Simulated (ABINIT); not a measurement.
## Sr2FeH6 (Fm-3m): changed settings of a GW run in ABINIT

A base run on Sr2FeH6 (Fm-3m), then changed inputs.

Program: ABINIT 10.8.3. Level of theory: LDA and many-body steps on it, plane waves. Results are calculated unless marked as measured.

## (1) Starting point

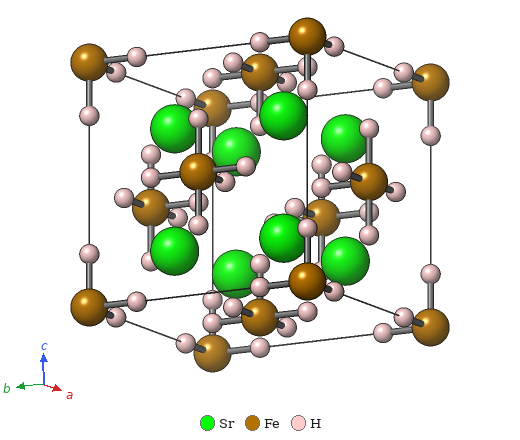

The cell as given, from a free direction (strontium green, iron orange, hydrogen pink). This picture shows the conventional cell, with its axes. Some periodic images of atoms are drawn too.

As a file:

```cif
data_structure
_symmetry_space_group_name_H-M 'Fm-3m'
_symmetry_Int_Tables_number 225
_cell_length_a 7.4153
_cell_length_b 7.4153
_cell_length_c 7.4153
_cell_angle_alpha 90.000
_cell_angle_beta 90.000
_cell_angle_gamma 90.000
_cell_volume 407.74
loop_
_atom_site_label
_atom_site_type_symbol
_atom_site_symmetry_multiplicity
_atom_site_Wyckoff_symbol
_atom_site_fract_x
_atom_site_fract_y
_atom_site_fract_z
_atom_site_occupancy
Sr1 Sr 8 c 0.25000 0.25000 0.75000 1
Fe1 Fe 4 a 0.00000 0.00000 0.00000 1
H1 H 24 e 0.00000 0.00000 0.78246 1
```

The cell and positions are those that the Materials Project relaxed with its own functionals (PBE, PBE+U or r2SCAN), kept fixed.

## (2) Screening, 2×2×2 mesh, 88 bands, screening to 114.3 eV

This step: ABINIT 10.8.3; RPA screening on LDA, plane waves, norm-conserving pseudopotentials.

The RPA dielectric matrix is built and inverted for each q.

File run.abi:

```
acell 3*1.0 Angstrom
rprim 
  -0.000000000000 3.707652250000 3.707652250000
  3.707652250000 -0.000000000000 3.707652250000
  3.707652250000 3.707652250000 -0.000000000000
ntypat 3
znucl 38 26 1
natom 9
typat 1 1 2 3 3 3 3 3 3
xred 
  0.750000000000 0.750000000000 0.750000000000
  0.250000000000 0.250000000000 0.250000000000
  0.000000000000 0.000000000000 0.000000000000
  0.782457990000 0.782457990000 0.217542010000
  0.217542010000 0.782457990000 0.217542010000
  0.782457990000 0.217542010000 0.217542010000
  0.217542010000 0.217542010000 0.782457990000
  0.782457990000 0.217542010000 0.782457990000
  0.217542010000 0.782457990000 0.782457990000
pp_dirpath "pseudos"
pseudos "Sr.upf, Fe.upf, H.upf"
ecut 39
ngkpt 2 2 2
nshiftk 1
shiftk 0 0 0
kptopt 1
chksymbreak 0
istwfk *1
occopt 1
irdwfk 1
optdriver 3
nband 88
ecuteps 4.2
inclvkb 2
awtr 1
symchi 1
indata_prefix "in"
outdata_prefix "out"
tmpdata_prefix "tmp"
```

On the command line:

```bash
> OMP_NUM_THREADS=1 mpirun -n 4 abinit run.abi > log
```

Output:

```text
.Version 10.8.3 of ABINIT. v10.8.2 released Aug 2026.

 Symmetries : space group Fm -3 m (#225); Bravais cF (face-center cubic)
[... echo of the input left out ...]
== DATASET  1 ==================================================================
-   mpi_nproc: 4, omp_nthreads: 1 (-1 if OMP is not activated)

--- !DatasetInfo
iteration_state: {dtset: 1, }
dimensions: {natom: 9, nkpt: 3, mband: 88, nsppol: 1, nspinor: 1, nspden: 1, mpw: 8026, }
cutoff_energies: {ecut:  39.0, pawecutdg:  -1.0, }
electrons: {nelect:   4.20000000E+01, charge:   0.00000000E+00, occopt:   1.00000000E+00, tsmear:   1.00000000E-02, }

 SCREENING: Calculation of the susceptibility and dielectric matrices

 Based on a program developped by R.W. Godby, V. Olevano, G. Onida, and L. Reining.
 Incorporated in ABINIT by V. Olevano, G.-M. Rignanese, and M. Torrent.
.Using double precision arithmetic ; gwpc =  8

[... cell and pseudopotentials left out ...]
--------------------------------------------------------------------------------

 ==== K-mesh for the wavefunctions ====
 Number of points in the irreducible wedge :     3
[... list of points left out ...]
 Together with 48 symmetry operations and time-reversal symmetry
 yields     8 points in the full Brillouin Zone.

 ==== Q-mesh for the screening function ====
 Number of points in the irreducible wedge :     3
[... list of points left out ...]
 Together with 48 symmetry operations and time-reversal symmetry
 yields     8 points in the full Brillouin Zone.

 setmesh: FFT mesh size selected  =    40x   40x   40
          total number of points  =        64000

 vcoul_init : cutoff-mode = AUXILIARY_FUNCTION
 q-points for optical limit:   1
     1)      0.000010    0.000020    0.000030

- screening: taking advantage of time-reversal symmetry
- Maximum band index for partially occupied states nbvw = 21
- Remaining bands to be divided among processors   nbcw = 67
- Number of bands treated by each node ~16

 Number of electrons calculated from density =   42.0000; Expected =   42.0000
 average of density, n =  0.061056
 r_s =    1.5754
 omega_plasma =   23.8352 [eV]

 calculating chi0 at frequencies [eV] :
  1    0.000000E+00    0.000000E+00
  2    0.000000E+00    2.383518E+01

--------------------------------------------------------------------------------
  q-point number  1        q = ( 0.000000, 0.000000, 0.000000) [r.l.u.]
--------------------------------------------------------------------------------
[... chi0 elements left out ...]
 For q-point:  0.000010 0.000020 0.000030
  dielectric constant =   4.6623
  dielectric constant without local fields =   5.5301

  Average fulfillment of the sum rule on Im[epsilon] for q-point    1 :     52.32  [%]
[... wings left out ...]
  q-point number  2        q = ( 0.500000, 0.000000, 0.000000) [r.l.u.]
--------------------------------------------------------------------------------
[... chi0 elements left out ...]
  Average fulfillment of the sum rule on Im[epsilon] for q-point    2 :     59.31  [%]

 [... 1 further q-points ...]
```

It took 13 s on 4 MPI ranks of Arm Neoverse V1, shared host; peak memory 1.2 GiB; 51 s of CPU time.

Numbers from this step:

```yaml
eps_infinity_with_local_fields_on_this_mesh_along_the_program_s_q_direction: 4.662
the_same_without_local_fields: 5.530
plasma_frequency: 23.84 eV
plane_waves_in_the_screening_matrix: 283
```

Local fields lower ε∞ by 16 %. On a Γ-centred mesh this coarse the value itself is usually too large, while a short band sum pulls it down.

## (3) Base

The self-energy is evaluated for the states that the input lists, and the levels follow from it, in one-shot runs by the linearised quasiparticle equation.

This step: G0W0 on LDA, plane waves, norm-conserving pseudopotentials.

run.abi: that of step 2 with these lines changed.

```diff
@@ -30,8 +30,17 @@
 irdwfk 1
-optdriver 3
+optdriver 4
 nband 88
+gwcalctyp 0
+ecutsigx 39
+symsigma 1
+nkptgw 2
+kptgw 
+  0.0000000000 0.0000000000 0.0000000000
+  0.5000000000 0.5000000000 0.0000000000
+bdgw 
+  19 23
+  20 23
 ecuteps 4.2
-inclvkb 2
-awtr 1
-symchi 1
+irdscr 1
+ppmodel 1
 indata_prefix "in"
```

Output:

```text
.Version 10.8.3 of ABINIT. v10.8.2 released Aug 2026.

 Symmetries : space group Fm -3 m (#225); Bravais cF (face-center cubic)
[... echo of the input left out ...]
== DATASET  1 ==================================================================
-   mpi_nproc: 4, omp_nthreads: 1 (-1 if OMP is not activated)

--- !DatasetInfo
iteration_state: {dtset: 1, }
dimensions: {natom: 9, nkpt: 3, mband: 88, nsppol: 1, nspinor: 1, nspden: 1, mpw: 8026, }
cutoff_energies: {ecut:  39.0, pawecutdg:  -1.0, }
electrons: {nelect:   4.20000000E+01, charge:   0.00000000E+00, occopt:   1.00000000E+00, tsmear:   1.00000000E-02, }

 SIGMA: Calculation of the GW corrections

 Based on a program developped by R.W. Godby, V. Olevano, G. Onida, and L. Reining.
 Incorporated in ABINIT by V. Olevano, G.-M. Rignanese, and M. Torrent.
.Using double precision arithmetic ; gwpc =  8

[... cell and pseudopotentials left out ...]
--------------------------------------------------------------------------------

 ==== K-mesh for the wavefunctions ====
 Number of points in the irreducible wedge :     3
[... list of points left out ...]
 Together with 48 symmetry operations and time-reversal symmetry
 yields     8 points in the full Brillouin Zone.

 ==== Q-mesh for screening function ====
 Number of points in the irreducible wedge :     3
[... list of points left out ...]
 Together with 48 symmetry operations and time-reversal symmetry
 yields     8 points in the full Brillouin Zone.

 vcoul_init : cutoff-mode = AUXILIARY_FUNCTION
 q-points for optical limit:   1
     1)      0.000010    0.000020    0.000030
 setmesh: FFT mesh size selected  =    60x   60x   60
          total number of points  =       216000

 Number of electrons calculated from density =   42.0000; Expected =   42.0000
 average of density, n =  0.061056
 r_s =    1.5754
 omega_plasma =   23.8352 [eV]

 === KS Band Gaps ===
  >>>> For spin  1
   Minimum direct gap =   1.0790 [eV], located at k-point      :   0.5000  0.5000  0.0000
   Fundamental gap    =   1.0135 [eV], Top of valence bands at :   0.0000  0.0000  0.0000
                                       Bottom of conduction at :   0.5000  0.5000  0.0000
 SIGMA fundamental parameters:
 PLASMON POLE MODEL  1
 number of plane-waves for SigmaX                 7943
 number of plane-waves for SigmaC and W            283
 number of plane-waves for wavefunctions          7943
 number of bands                                    88
 number of independent spin polarizations            1
 number of spinorial components                      1
 number of k-points in IBZ                           3
 number of q-points in IBZ                           3
 number of symmetry operations                      48
 number of k-points in BZ                            8
 number of q-points in BZ                            8
 number of frequencies for dSigma/dE                 9
 frequency step for dSigma/dE [eV]                0.25
 number of omega for Sigma on real axis              0
 max omega for Sigma on real axis  [eV]           0.00
 zcut for avoiding poles [eV]                     0.10

 EPSILON^-1 parameters (SCR file):
 dimension of the eps^-1 matrix on file            283
 dimension of the eps^-1 matrix used               283
 number of plane-waves for wavefunctions          7943
 number of bands                                    88
 number of q-points in IBZ                           3
 number of frequencies                               2
 number of real frequencies                          1
 number of imag frequencies                          1

 matrix elements of self-energy operator (all in [eV])

 Perturbative Calculation

--- !SelfEnergy_ee
iteration_state: {dtset: 1, }
kpoint     : [   0.000,    0.000,    0.000, ]
spin       : 1
KS_gap     :    2.293
QP_gap     :    3.500
Delta_QP_KS:    1.206
data: !SigmaeeData |
     Band     E0 <VxcDFT>   SigX SigC(E0)      Z dSigC/dE  Sig(E)    E-E0       E
       19   5.329 -24.608 -29.434   5.757   0.715  -0.399 -23.943   0.665   5.995
       20   5.329 -24.608 -29.434   5.757   0.715  -0.399 -23.943   0.665   5.995
       21   5.329 -24.608 -29.434   5.757   0.715  -0.399 -23.943   0.665   5.995
       22   7.623 -18.554 -12.064  -4.089   0.779  -0.283 -16.683   1.871   9.494
       23   7.623 -18.554 -12.064  -4.089   0.779  -0.283 -16.683   1.871   9.494

--- !SelfEnergy_ee
iteration_state: {dtset: 1, }
kpoint     : [   0.500,    0.500,    0.000, ]
spin       : 1
KS_gap     :    1.079
QP_gap     :    2.112
Delta_QP_KS:    1.033
data: !SigmaeeData |
     Band     E0 <VxcDFT>   SigX SigC(E0)      Z dSigC/dE  Sig(E)    E-E0       E
       20   5.264 -24.302 -29.049   5.692   0.715  -0.400 -23.626   0.676   5.940
       21   5.264 -24.302 -29.049   5.692   0.715  -0.400 -23.626   0.676   5.940
       22   6.343 -19.239 -13.444  -3.586   0.773  -0.293 -17.531   1.708   8.051
       23   7.931 -10.330  -4.881  -3.545   0.834  -0.199  -8.742   1.588   9.519

== END DATASET(S) ==============================================================
================================================================================

 -outvars: echo values of variables after computation  --------
           etotal      0.0000000000E+00
            nband          88
             nkpt           3
          spgroup         225
 [... the other variables as echoed above ...]

 Calculation completed.
```

It took 7 s on 4 MPI ranks; peak memory 1 GiB; 28 s of CPU time.

Numbers from this step:

```yaml
g0w0_gap_on_the_points_computed: 2.056 eV
starting_gap_on_the_mesh: 1.014 eV
k_of_the_valence_top: 0, 0, 0
k_of_the_conduction_bottom: 0.5, 0.5, 0
z_at_the_valence_top: 0.715
z_at_the_conduction_bottom: 0.773
least_direct_g0w0_gap_on_the_computed_points: 2.111 eV
```

The gap on the mesh goes from 1.01 eV to 2.06 eV, a correction of +1.04 eV.

## (4) No symmetry in the self-energy

run.abi: that of step 3 with these lines changed.

```diff
@@ -34,3 +34,3 @@
 ecutsigx 39
-symsigma 1
+symsigma 0
 nkptgw 2
```

Output:

```text
.Version 10.8.3 of ABINIT. v10.8.2 released Aug 2026.

 Symmetries : space group Fm -3 m (#225); Bravais cF (face-center cubic)
[... echo of the input left out ...]
== DATASET  1 ==================================================================
-   mpi_nproc: 4, omp_nthreads: 1 (-1 if OMP is not activated)

--- !DatasetInfo
iteration_state: {dtset: 1, }
dimensions: {natom: 9, nkpt: 3, mband: 88, nsppol: 1, nspinor: 1, nspden: 1, mpw: 8026, }
cutoff_energies: {ecut:  39.0, pawecutdg:  -1.0, }
electrons: {nelect:   4.20000000E+01, charge:   0.00000000E+00, occopt:   1.00000000E+00, tsmear:   1.00000000E-02, }

 SIGMA: Calculation of the GW corrections

 Based on a program developped by R.W. Godby, V. Olevano, G. Onida, and L. Reining.
 Incorporated in ABINIT by V. Olevano, G.-M. Rignanese, and M. Torrent.
.Using double precision arithmetic ; gwpc =  8

[... cell and pseudopotentials left out ...]
--------------------------------------------------------------------------------

 ==== K-mesh for the wavefunctions ====
 Number of points in the irreducible wedge :     3
[... list of points left out ...]
 Together with 48 symmetry operations and time-reversal symmetry
 yields     8 points in the full Brillouin Zone.

 ==== Q-mesh for screening function ====
 Number of points in the irreducible wedge :     3
[... list of points left out ...]
 Together with 48 symmetry operations and time-reversal symmetry
 yields     8 points in the full Brillouin Zone.

 vcoul_init : cutoff-mode = AUXILIARY_FUNCTION
 q-points for optical limit:   1
     1)      0.000010    0.000020    0.000030
 setmesh: FFT mesh size selected  =    60x   60x   60
          total number of points  =       216000

 Number of electrons calculated from density =   42.0000; Expected =   42.0000
[...]
number of omega for Sigma on real axis              0
 max omega for Sigma on real axis  [eV]           0.00
 zcut for avoiding poles [eV]                     0.10

 EPSILON^-1 parameters (SCR file):
 dimension of the eps^-1 matrix on file            283
 dimension of the eps^-1 matrix used               283
 number of plane-waves for wavefunctions          7943
 number of bands                                    88
 number of q-points in IBZ                           3
 number of frequencies                               2
 number of real frequencies                          1
 number of imag frequencies                          1

 matrix elements of self-energy operator (all in [eV])

 Perturbative Calculation

--- !SelfEnergy_ee
iteration_state: {dtset: 1, }
kpoint     : [   0.000,    0.000,    0.000, ]
spin       : 1
KS_gap     :    2.293
QP_gap     :    3.501
Delta_QP_KS:    1.208
data: !SigmaeeData |
     Band     E0 <VxcDFT>   SigX SigC(E0)      Z dSigC/dE  Sig(E)    E-E0       E
       19   5.329 -24.608 -29.434   5.757   0.715  -0.399 -23.943   0.665   5.994
       20   5.329 -24.608 -29.434   5.757   0.715  -0.399 -23.943   0.665   5.995
       21   5.329 -24.608 -29.434   5.757   0.715  -0.398 -23.942   0.665   5.995
[...]
--- !SelfEnergy_ee
iteration_state: {dtset: 1, }
kpoint     : [   0.500,    0.500,    0.000, ]
spin       : 1
KS_gap     :    1.079
QP_gap     :    2.112
Delta_QP_KS:    1.033
data: !SigmaeeData |
     Band     E0 <VxcDFT>   SigX SigC(E0)      Z dSigC/dE  Sig(E)    E-E0       E
[...]
22   6.343 -19.239 -13.444  -3.586   0.773  -0.293 -17.531   1.708   8.051
       23   7.931 -10.330  -4.881  -3.545   0.834  -0.199  -8.742   1.588   9.519

== END DATASET(S) ==============================================================
================================================================================

 -outvars: echo values of variables after computation  --------
           etotal      0.0000000000E+00
            nband          88
             nkpt           3
          spgroup         225
 [... the other variables as echoed above ...]

 Calculation completed.
```

The job ended after 12 s (4 MPI ranks; peak memory 1 GiB; 46 s of CPU time).

Numbers from this step:

```
G0W0 gap on the points computed              : 2.056 eV
starting gap on the mesh                     : 1.014 eV
k of the valence top                         : 0, 0, 0
k of the conduction bottom                   : 0.5, 0.5, 0
Z at the valence top                         : 0.715
Z at the conduction bottom                   : 0.773
least direct G0W0 gap on the computed points : 2.111 eV
```

Against G0W0 in ABINIT (2×2×2 mesh, 88 bands, screening to 114.3 eV, Godby-Needs plasmon pole), the gap moves by +0.000 eV.

[end of part 1 of 2]

[Paths, hosts, dates, memory and timing lines, banners, echoed tables and standing remarks are left out of the program output.]

[Logs are printed without paths, hosts, clocks, repeated set-up lines and the standing remarks that a program may print on its own settings, such as how far it seeks lower states.]

[Runs of the session that timed out or met a known fault of the program may be left out.]

[Hosts, paths, dates, database ids (printed as entryN), source tags and the programs' standing remarks are cut or masked in the printed files.]

[G0W0 gaps are taken among the corrected bands and points alone; a level outside them can change the order at an edge.]

[Where Ansatz stands beside ABINIT at settings called matched, ABINIT's density can come from a denser mesh and the files from another edition; pairs whose starting gaps differed by over 0.03 eV were left out, so agreement reads better than it is.]
